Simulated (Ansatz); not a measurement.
**Ti5H14O17: geometry relaxation (part 2 of 2)**

Continued. System: Ti5H14O17. Method: RKS PBE-D4/def2-SVP (Ansatz 0.2.0). The geometry: GFN1-xTB start.

Trajectory as extended XYZ (Å, eV, eV/Å), 6 of the 22 frames kept, from step=1 to step=22:
```
36
Properties=species:S:1:pos:R:3:forces:R:3 step=1 energy=-150529.60594
Ti    2.1761   -1.9855    0.7647    1.0578  -0.7759  -0.2651
Ti    1.0162    1.0756    0.1831   -0.4781   0.4630  -0.8338
Ti    0.7743   -0.3555    3.1509    0.5129   0.4561   2.2154
Ti   -1.5582   -1.4662   -0.8597   -1.2026  -0.1351  -0.4939
Ti   -1.1570    2.2399   -1.7466    0.3303  -0.9606   0.9966
O    -2.7296   -2.7246   -0.8444   -0.9736  -1.1120  -0.0737
O    -0.9527   -1.1094    0.6913    0.4162   0.6895   2.1206
O    -0.2238   -1.9035   -1.8543    1.5238  -0.7022  -1.8804
O     1.3525   -3.2876   -0.0140   -0.5677  -1.6716  -0.9754
O     3.8682   -2.2619    0.8474    1.5941  -0.3233   0.0848
O    -2.7846    2.6570   -1.2969   -1.4636   1.0048   0.3815
O    -2.2222   -0.0057   -1.5952   -0.8027   1.8048  -0.1540
O    -0.7344    1.8239    0.2073   -0.5073   0.1406   0.0169
O    -1.3617    1.8968   -3.4617   -0.9763  -0.4475  -1.7052
O     0.4462    1.0251   -1.7484    0.4173   0.0970  -0.0332
O     1.4766   -1.7349    2.3383   -0.1968  -1.5312   1.0895
O    -0.8920   -0.6976    3.4537   -1.9406  -0.2713   0.8543
O     1.7942   -0.5184   -0.0657    0.3702   0.2870  -1.7631
O     1.5979    0.0357    4.6038    0.7494   0.2990   1.4651
O    -0.2243    3.7186   -1.6780    1.0679   1.3993  -0.6275
O     0.8990    0.8743    1.9576    0.0065   1.8590  -0.0647
O     2.0793    2.4194   -0.1025    1.2874   1.1098   0.4984
H    -3.3456   -3.4482   -0.7592   -0.4452  -0.5378   0.0888
H    -0.2036   -1.0476    1.3030   -0.0349  -0.4768  -0.0317
H     0.7215   -1.8747   -1.6641    0.7331  -0.1208   0.2205
H     0.5854   -3.7009   -0.4081   -0.5243  -0.3184  -0.2728
H     4.8185   -2.3075    0.9124    0.7130  -0.0285   0.0351
H    -3.5758    2.1932   -1.0270   -0.5759  -0.4428   0.1987
H    -2.4204    0.2359   -2.5068   -0.1858   0.0365  -0.8603
H    -1.3323    1.8184    0.9583   -0.2780   0.0772   0.4255
H    -0.7049    1.8749   -4.1589    0.5445  -0.0994  -0.4442
H     0.2948    0.1524   -2.1283   -0.0505  -0.5697  -0.3098
H    -1.6810   -0.9664    2.9830   -0.5697  -0.1912  -0.3753
H     2.1199    0.3520    5.3363    0.4032   0.2651   0.5474
H     0.0532    4.0970   -0.8405    0.0675   0.3832   0.6472
H     2.0305    2.9060   -0.9307   -0.0217   0.3445  -0.7221
36
Properties=species:S:1:pos:R:3:forces:R:3 step=5 energy=-150531.97404
Ti    2.2639   -2.0476    0.7835   -0.0278   0.1628   0.0404
Ti    1.1237    1.1146    0.1816    0.1020   0.0113  -0.0194
Ti    0.8559   -0.2631    3.2843   -0.1277   0.0734  -0.1680
Ti   -1.6738   -1.4731   -0.9916   -0.0223  -0.1394   0.0556
Ti   -1.2221    2.2692   -1.7089    0.0402   0.0531   0.0547
O    -2.8354   -2.8040   -1.1964    0.1317   0.1304  -0.0833
O    -1.1696   -1.3164    0.7240    0.5258  -0.1702   0.5430
O    -0.1716   -1.8319   -1.9463    0.2438   0.0097   0.1300
O     1.4797   -3.4076   -0.1319    0.0218   0.1083  -0.1367
O     4.0139   -2.3134    0.9677   -0.1575  -0.0475   0.0895
O    -2.8603    2.8220   -1.1826    0.0846   0.1091   0.0032
O    -2.3633    0.1057   -1.6675   -0.0226  -0.0408   0.1040
O    -0.7293    1.7902    0.2354   -0.2769   0.0239   0.4309
O    -1.5397    1.8234   -3.4880   -0.0420  -0.0946  -0.0502
O     0.4204    1.0067   -1.7189   -0.0810   0.0551   0.0036
O     1.3921   -1.7715    2.3702   -0.0147  -0.0390  -0.1250
O    -0.9148   -0.4916    3.5858   -0.0011   0.0188   0.1098
O     1.9185   -0.5506   -0.1384    0.0383  -0.0548   0.1207
O     1.7494    0.0647    4.7937   -0.1016  -0.1232  -0.1143
O    -0.1689    3.7624   -1.7599   -0.0481   0.2532   0.5293
O     1.0627    1.0121    2.0353    0.0213  -0.0697   0.0498
O     2.2052    2.5098   -0.1467   -0.0419  -0.0210  -0.0747
H    -3.4344   -3.5644   -1.1582    0.0584   0.0476   0.0396
H    -0.5298   -1.6868    1.4061   -0.5320   0.2139  -0.6650
H     0.7067   -2.0511   -1.5336   -0.3220   0.0455  -0.0968
H     0.6944   -3.8240   -0.5211    0.0147  -0.0222   0.1168
H     4.9786   -2.3220    1.0454   -0.0429   0.0553  -0.0345
H    -3.6363    2.2836   -0.9463    0.1054  -0.0841  -0.0339
H    -2.4125    0.3387   -2.6324    0.0528  -0.0638   0.0333
H    -1.1914    2.0233    1.0718    0.3071  -0.0731  -0.4556
H    -0.8071    1.6405   -4.1072   -0.0193   0.0230   0.1529
H     0.3336    0.0952   -2.0781    0.0202  -0.0447   0.0277
H    -1.6901   -0.6545    3.0151    0.2369   0.0819  -0.0694
H     2.2948    0.3874    5.5257   -0.0215   0.0299  -0.0872
H    -0.1905    4.3559   -0.9683   -0.0326  -0.3422  -0.5291
H     2.0473    2.9680   -1.0034   -0.0697  -0.0762   0.1086
36
Properties=species:S:1:pos:R:3:forces:R:3 step=9 energy=-150532.66960
Ti    2.2212   -1.9749    0.6951    0.1398   0.1863  -0.1219
Ti    1.3284    1.2162    0.1646    0.1740  -0.3625   0.2544
Ti    0.7784   -0.2371    3.1046   -0.0449   0.0371   0.0866
Ti   -1.7544   -1.5277   -0.9640    0.3001   0.1570   0.1224
Ti   -1.0973    2.2157   -1.5566   -0.2982  -0.1340   0.0764
O    -2.7252   -2.9771   -1.3123   -0.1753  -0.2459  -0.0680
O    -1.3304   -1.4289    0.7914   -0.0399  -0.0630  -0.0134
O    -0.2095   -1.6400   -1.9166    0.1500  -0.0396   0.1729
O     1.4828   -3.1756   -0.5218   -0.4999  -0.3376  -0.0813
O     3.8567   -2.4506    1.2547    0.2477  -0.0376   0.0072
O    -2.7102    2.7845   -0.9716    0.1920  -0.0587  -0.1004
O    -2.5449    0.0382   -1.4899    0.0263   0.0409  -0.1084
O    -0.5813    1.6845    0.3692   -0.0052  -0.0037  -0.1135
O    -1.5605    1.6587   -3.2894    0.0529   0.0512   0.0948
O     0.4641    0.9302   -1.6271   -0.0136   0.1841   0.0009
O     1.0813   -1.7889    2.1075   -0.0381  -0.0238   0.0098
O    -1.0175   -0.0543    3.2412   -0.0454  -0.0048  -0.1558
O     2.2553   -0.4074   -0.1322   -0.0386  -0.0793   0.0654
O     1.5979   -0.2493    4.7025    0.0466   0.2050   0.2121
O    -0.0147    3.6957   -1.6511   -0.1296   0.3077   0.1210
O     1.3597    1.0687    2.0298    0.0313   0.0354  -0.0786
O     2.2216    2.6960   -0.2394   -0.1552   0.1430  -0.2161
H    -3.4540   -3.5743   -1.0756    0.0765   0.1225   0.0252
H    -0.5862   -1.8440    1.3076   -0.0413   0.0637  -0.0889
H     0.5375   -2.2208   -1.5508   -0.1505  -0.0744  -0.0870
H     0.9640   -4.0000   -0.3752    0.4328   0.4191  -0.0087
H     4.7793   -2.1966    1.0579   -0.2880  -0.0148   0.0194
H    -3.4045    2.1334   -0.7461    0.0633   0.0146  -0.0098
H    -2.4462    0.3490   -2.4395   -0.0438   0.0132   0.0940
H    -0.9126    2.0633    1.2033   -0.0180   0.0147   0.0431
H    -0.8196    1.3959   -3.8696   -0.0264  -0.0161   0.0464
H     0.3679   -0.0346   -1.8781   -0.0912  -0.0703  -0.0452
H    -1.5064   -0.2798    2.4081    0.0948  -0.0188   0.1194
H     2.0405    0.4063    5.2771   -0.1286  -0.1864  -0.2294
H    -0.3496    4.5045   -1.2025    0.1280  -0.2032  -0.1851
H     1.6883    3.2214   -0.9052    0.1156  -0.0211   0.1401
36
Properties=species:S:1:pos:R:3:forces:R:3 step=14 energy=-150532.85422
Ti    2.2257   -1.9625    0.6952   -0.0123  -0.0300   0.0209
Ti    1.4408    1.2029    0.1218   -0.0430  -0.0051  -0.0990
Ti    0.6983   -0.1043    3.0103    0.1565   0.0608   0.0060
Ti   -1.7501   -1.5456   -0.9286   -0.1027   0.0187  -0.0010
Ti   -1.0842    2.1659   -1.4746   -0.1361  -0.0332   0.0502
O    -2.8225   -2.8949   -1.4550   -0.2126  -0.1191   0.1472
O    -1.4725   -1.6186    0.8581    0.0697  -0.0319   0.0416
O    -0.1915   -1.6570   -1.8329   -0.0421   0.0196   0.0092
O     1.4563   -3.1636   -0.5035    0.0425  -0.5110  -0.0015
O     3.8011   -2.5565    1.3322    0.0041   0.0432  -0.0327
O    -2.6385    2.7655   -0.7868    0.0483  -0.0678  -0.0280
O    -2.4694    0.0833   -1.3852    0.0072  -0.0576  -0.0662
O    -0.4840    1.4933    0.3867   -0.0413   0.0912   0.0747
O    -1.6322    1.7037   -3.2059    0.0557   0.0065   0.0109
O     0.5452    0.9569   -1.6863   -0.0291   0.0041  -0.0182
O     1.0165   -1.6806    2.0614   -0.0029   0.0033  -0.0038
O    -1.0837    0.2221    2.8665   -0.1889  -0.1431  -0.2530
O     2.3728   -0.4313   -0.1573   -0.0081   0.0429   0.0072
O     1.2739   -0.0864    4.7210    0.4535   0.3518   0.2020
O    -0.0437    3.6772   -1.5960    0.1010  -0.0923  -0.0386
O     1.5362    1.1045    1.9862   -0.0438  -0.1057   0.1993
O     2.2325    2.7229   -0.3268    0.0831  -0.0442   0.0566
H    -3.5558   -3.3306   -0.9733    0.2669   0.1510  -0.1416
H    -0.6329   -1.9256    1.3062   -0.0766   0.0498  -0.0457
H     0.4771   -2.3510   -1.5290    0.0788  -0.0071   0.0070
H     1.5700   -4.1400   -0.5079   -0.0325   0.4652  -0.0048
H     4.6893   -2.1843    1.1846   -0.0222  -0.0155   0.0099
H    -3.3255    2.1515   -0.4622    0.0484   0.0376  -0.0214
H    -2.5165    0.3668   -2.3444    0.0235   0.0150   0.1149
H    -0.8512    1.6565    1.2887    0.0792  -0.0767  -0.1829
H    -0.9035    1.4350   -3.7988   -0.0200   0.0189   0.0104
H     0.4062   -0.0122   -1.8871   -0.0006  -0.0166  -0.0040
H    -1.5254   -0.3168    2.1428    0.1288   0.1621   0.2531
H     2.0176    0.4234    5.1221   -0.4876  -0.3487  -0.2686
H    -0.4199    4.5391   -1.3469   -0.0607   0.1157   0.0498
H     1.6437    3.2913   -0.8954   -0.0842   0.0482  -0.0597
36
Properties=species:S:1:pos:R:3:forces:R:3 step=18 energy=-150532.89196
Ti    2.1871   -1.9696    0.6805   -0.0104   0.0710   0.0451
Ti    1.4626    1.1980    0.0733   -0.0585  -0.0355   0.0299
Ti    0.6797   -0.0673    2.9699    0.0523   0.0037  -0.0824
Ti   -1.7918   -1.5452   -0.8920   -0.0179  -0.0040  -0.0056
Ti   -1.0658    2.1859   -1.4639    0.0103   0.0016   0.0266
O    -2.8279   -2.9135   -1.4417    0.0065   0.0214   0.0125
O    -1.5640   -1.6212    0.9016   -0.0196  -0.0007   0.0098
O    -0.1975   -1.6369   -1.7379    0.0041   0.0263  -0.0047
O     1.4768   -3.2093   -0.5097    0.0091  -0.0503   0.0045
O     3.7589   -2.5207    1.3545   -0.0122  -0.0042  -0.0131
O    -2.6182    2.7594   -0.7708   -0.0093  -0.0024  -0.0028
O    -2.4967    0.0763   -1.3697    0.0119  -0.0067  -0.0228
O    -0.4444    1.5034    0.3625    0.0166  -0.0042  -0.0035
O    -1.6344    1.7122   -3.1838   -0.0106  -0.0026  -0.0111
O     0.5610    0.9728   -1.7327    0.0167   0.0171  -0.0072
O     0.9526   -1.6573    2.0239   -0.0022   0.0048  -0.0068
O    -1.0964    0.3616    2.7621   -0.0036  -0.0117  -0.0289
O     2.3642   -0.4453   -0.1904    0.0020  -0.0163   0.0152
O     1.2223   -0.0731    4.6893    0.0223   0.0068  -0.0046
O    -0.0142    3.6974   -1.5797   -0.0104  -0.0004   0.0014
O     1.5791    1.0846    1.9660   -0.0156  -0.0218   0.0257
O     2.2647    2.7104   -0.3759   -0.0047   0.0222  -0.0178
H    -3.4477   -3.4402   -0.9078    0.0011  -0.0124  -0.0044
H    -0.7101   -1.9000    1.3374    0.0174   0.0007  -0.0058
H     0.4758   -2.3495   -1.5033    0.0059  -0.0151   0.0082
H     1.7473   -4.1385   -0.6156   -0.0101   0.0273  -0.0103
H     4.6452   -2.1385    1.2264   -0.0046   0.0047   0.0023
H    -3.3063    2.1423   -0.4568    0.0069   0.0086  -0.0005
H    -2.5014    0.3987   -2.3174   -0.0125  -0.0031   0.0174
H    -0.8362    1.4973    1.2753    0.0104  -0.0005  -0.0085
H    -0.9137    1.4372   -3.7827    0.0068   0.0023   0.0031
H     0.3940   -0.0006   -1.8899   -0.0033  -0.0144   0.0086
H    -1.5896   -0.2636    2.1646    0.0074   0.0123   0.0164
H     2.0171    0.3283    5.0825   -0.0214  -0.0077   0.0050
H    -0.3782    4.5358   -1.2359    0.0009  -0.0067   0.0000
H     1.6461    3.2888   -0.9123    0.0183  -0.0101   0.0091
36
Properties=species:S:1:pos:R:3:forces:R:3 step=22 energy=-150532.89570
Ti    2.1704   -1.9740    0.6691    0.0034  -0.0114  -0.0004
Ti    1.4715    1.1953    0.0530    0.0155   0.0003   0.0012
Ti    0.6829   -0.0592    2.9465   -0.0223   0.0017   0.0177
Ti   -1.8152   -1.5414   -0.8676    0.0010   0.0040  -0.0108
Ti   -1.0576    2.1922   -1.4617    0.0019   0.0010   0.0030
O    -2.8302   -2.9135   -1.4424    0.0031   0.0113   0.0114
O    -1.6095   -1.6320    0.9289    0.0032   0.0001   0.0012
O    -0.1996   -1.6138   -1.6793   -0.0052  -0.0049   0.0058
O     1.4765   -3.2294   -0.5150   -0.0042  -0.0006  -0.0023
O     3.7385   -2.5159    1.3556    0.0017  -0.0017   0.0010
O    -2.6039    2.7693   -0.7591    0.0004  -0.0043  -0.0006
O    -2.5104    0.0786   -1.3541   -0.0015   0.0038   0.0012
O    -0.4264    1.5033    0.3517   -0.0120  -0.0002   0.0137
O    -1.6428    1.7102   -3.1746    0.0022  -0.0021   0.0024
O     0.5741    0.9802   -1.7520   -0.0017  -0.0004  -0.0012
O     0.9250   -1.6518    1.9995    0.0000  -0.0052  -0.0024
O    -1.0886    0.4066    2.7130    0.0077   0.0035   0.0098
O     2.3655   -0.4516   -0.2015    0.0031   0.0087  -0.0054
O     1.2075   -0.0903    4.6712    0.0210   0.0033  -0.0056
O    -0.0069    3.7023   -1.5847    0.0010   0.0001   0.0008
O     1.5988    1.0792    1.9553    0.0031   0.0074  -0.0088
O     2.2853    2.7028   -0.3958   -0.0048  -0.0037  -0.0005
H    -3.3687   -3.5225   -0.9081   -0.0049  -0.0114  -0.0054
H    -0.7413   -1.8955    1.3480   -0.0027  -0.0002   0.0011
H     0.4618   -2.3471   -1.4768    0.0052   0.0020  -0.0044
H     1.8145   -4.1247   -0.6904    0.0026  -0.0014   0.0000
H     4.6184   -2.1108    1.2574   -0.0012   0.0012  -0.0005
H    -3.2909    2.1601   -0.4287   -0.0002   0.0029  -0.0001
H    -2.5202    0.4086   -2.2986    0.0010  -0.0049  -0.0033
H    -0.8213    1.4540    1.2678    0.0034   0.0040  -0.0096
H    -0.9217    1.4269   -3.7695   -0.0018  -0.0004  -0.0020
H     0.3915    0.0040   -1.8812   -0.0016  -0.0022  -0.0025
H    -1.6072   -0.2448    2.1692   -0.0034  -0.0063  -0.0051
H     1.9760    0.3265    5.0984   -0.0153  -0.0019   0.0022
H    -0.3664    4.5318   -1.2154    0.0009   0.0038  -0.0013
H     1.6704    3.2865   -0.9283    0.0014   0.0038  -0.0003
```

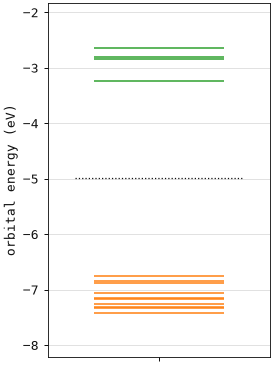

*Orbital energies near the frontier; the dotted line parts filled from empty levels, and levels within 0.02 eV of each other stand side by side.*

Highest filled −6.75 eV, lowest empty −3.24 eV, 3.51 eV apart.

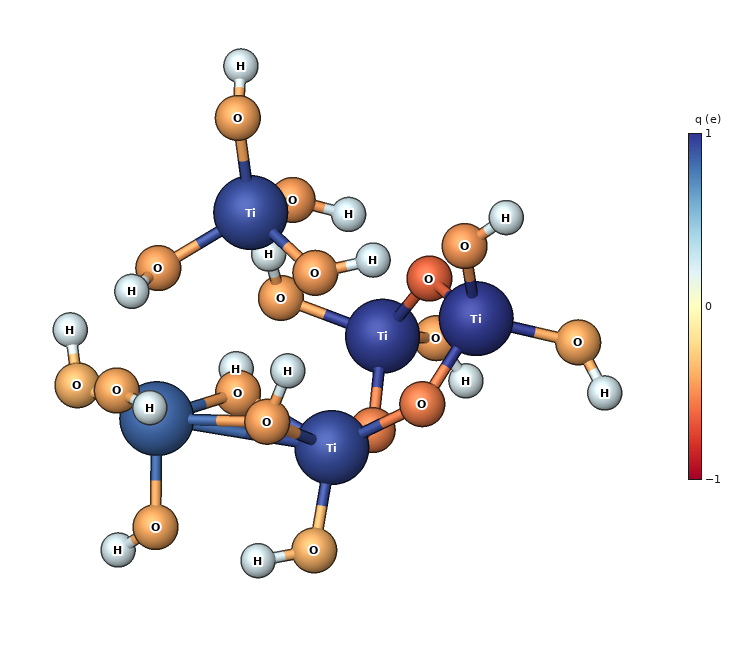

*Mulliken charges, as the colour of each atom (ball-and-stick view, seen at a tilt; Mulliken charges depend strongly on the basis).*

By element: Ti +0.82 to +0.97, O −0.60 to −0.36 and H +0.19 to +0.23 e.
